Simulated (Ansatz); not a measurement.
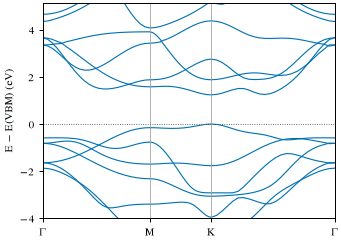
Fig. 1. Band structure from LDA in the plane-wave PAW code Ansatz

Question: Read off the gap and where the band edges lie.

Answer: About 1.2 eV (1.24 eV by a search for the band edges); maximum at K, minimum at K.

The material is monolayer Te₂Mo (1H, P-6m2 in the vacuum cell, 3 atoms).

A layer that has been made, often on a substrate. The cell was relaxed with LDA under the symmetry of its start; its stability against distortions is not shown here. The run is not spin-polarised. Scalar-relativistic: spin–orbit coupling is off unless named, which matters more the heavier the elements.

Potentials: the later of the program's two PAW sets.
